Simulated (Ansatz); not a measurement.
**SnCl2 (SMILES [Cl][Sn][Cl]): r2SCAN/def2-SVP (core potential)**

What is the energy change on altering one bond length of SnCl2 at r2SCAN/def2-SVP (core potential)? 

Program for the calculation: Ansatz 0.2.0.

28 further runs of the same task are left out: 28 set aside as unsound or not needed.

## 1. Starting point

SnCl2: 3 atoms, total charge 0, spin state singlet. As SMILES, `[Cl][Sn][Cl]`. Geometry: a GFN2-xTB relaxation, a rough one for these elements and not checked as a minimum.

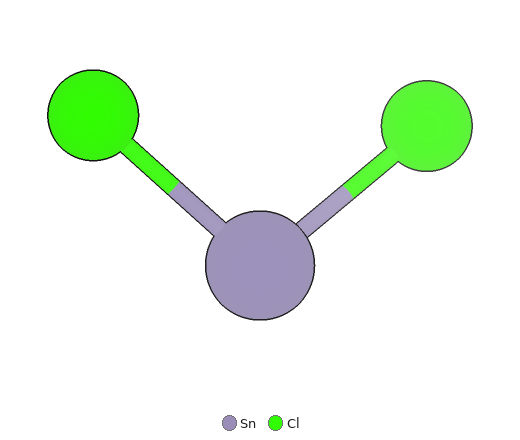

The structure, seen from a chosen angle (tin purple, chlorine green).

## 2. The energy at r2SCAN/def2-SVP (core potential)

input.yaml reads:

```yaml
crystal:
  periodic: [false, false, false]
  atoms:
    - {symbol: Sn, position_ang: [0.004910, -0.007160, -1.023740]}
    - {symbol: Cl, position_ang: [1.812600, -0.019020, 0.521020]}
    - {symbol: Cl, position_ang: [-1.817510, 0.026180, 0.502720]}
basis:
  gaussian:
    orbitals: def2-SVP
hamiltonian:
  xc: r2scan
accuracy: high
output:
  orbitals: {seedname: orbitals}
```

Run with:

```sh
$ ansatz run input.yaml --threads 1 --pin off --max-ram 2610MiB --events-out events.jsonl --progress --plain --runs-dir runs
```

Output:

```text
Warning: RAYON_NUM_THREADS=1 ignored (pool sized by the plan → 1); use --threads N
Functional definition: r2SCAN
  name "r2SCAN"
  parameter k0 = 0.174
  parameter k1 = 0.065
  parameter a1 = 4.9479
  exchange = r2scan_x(k0 = k0, k1 = k1, a1 = a1)
  correlation = r2scan_c
1264 factors; integrals over basis functions are off by at most 4.1e-9 eV
mean field evaluation 1: about -30871.3699 eV, gradient 1.9e1 eV
mean field evaluation 2: about -30866.9095 eV, gradient 4.2e1 eV
mean field evaluation 4: about -30872.4793 eV, gradient 9.1e-1 eV
mean field evaluation 8: about -30872.4777 eV, gradient 1.5e-2 eV
mean field evaluation 16: about -30872.4777 eV, gradient 2.8e-7 eV
mean field -30872.47771626 eV, -1134.5426299558 hartree, gradient 1.9e-8 eV, S^2 0.000000; 0 other end points of the search recorded, 0 dependent functions left out
reference -30872.47771683 eV, -1134.5426299765 hartree; 28, 28 occupied and 34, 34 virtual orbitals, 1264 factors
Total energy: -30872.47771683 eV, -1134.5426299765 hartree
```

Run time: 3.6 s. Hardware: 1 thread of AMD EPYC 9R45 (Zen 5), shared host; peak memory 0.21 GiB.

## 3. The distorted shape, same level

job.yaml reads:

```yaml
crystal:
  periodic: [false, false, false]
  atoms:
    - {symbol: Sn, position_ang: [-0.537394, -0.003602, -1.487165]}
    - {symbol: Cl, position_ang: [1.812600, -0.019020, 0.521020]}
    - {symbol: Cl, position_ang: [-2.359814, 0.029738, 0.039295]}
basis:
  gaussian: {orbitals: def2-SVP}
hamiltonian: {xc: {name: r2SCAN}}
accuracy: high
output: {orbitals: {seedname: orbitals}}
```

Run with:

```sh
$ ansatz run job.yaml --threads 1 --pin off --max-ram 2610MiB --events-out events.jsonl --progress --plain --runs-dir runs
```

Output (excerpt; [...] marks lines left out):

```text
Warning: RAYON_NUM_THREADS=1 ignored (pool sized by the plan → 1); use --threads N
[... 7 set-up lines as earlier in the session ...]
1231 factors; integrals over basis functions are off by at most 3.6e-9 eV
mean field evaluation 1: about -30868.4324 eV, gradient 2.6e1 eV
mean field evaluation 2: about -30719.1145 eV, gradient 1.5e2 eV
mean field evaluation 4: about -30869.5244 eV, gradient 2.1e1 eV
mean field evaluation 8: about -30871.1730 eV, gradient 1.7e-1 eV
mean field evaluation 16: about -30871.1731 eV, gradient 2.2e-5 eV
mean field -30871.17311451 eV, -1134.4946867255 hartree, gradient 9.2e-9 eV, S^2 0.000000; 0 other end points of the search recorded, 0 dependent functions left out
reference -30871.17311509 eV, -1134.4946867467 hartree; 28, 28 occupied and 34, 34 virtual orbitals, 1231 factors
Total energy: -30871.17311509 eV, -1134.4946867467 hartree
```

It took 3.6 s on 1 thread of AMD EPYC 9R45 (Zen 5), shared host; peak memory 0.21 GiB.

## 4. Results

At r2SCAN/def2-SVP (core potential):

```
                                                           quantity           value
                                          first shape: total energy  -1134.54263 Eh
                                           first shape: HOMO energy        -7.10 eV
                                           first shape: LUMO energy        -3.65 eV
                                         first shape: HOMO–LUMO gap         3.45 eV
                                      distorted shape: total energy  -1134.49469 Eh
                                       distorted shape: HOMO energy        -6.05 eV
                                       distorted shape: LUMO energy        -4.45 eV
                                     distorted shape: HOMO–LUMO gap         1.60 eV
energy change with the Sn1–Cl2 bond stretched from 2.378 to 3.091 Å        1.305 eV
```

In words: With the Sn1–Cl2 bond stretched from 2.378 to 3.091 Å the energy rises by 1.30 eV (30 kcal/mol). The first shape isn't relaxed at this level, so the change isn't measured from a minimum.
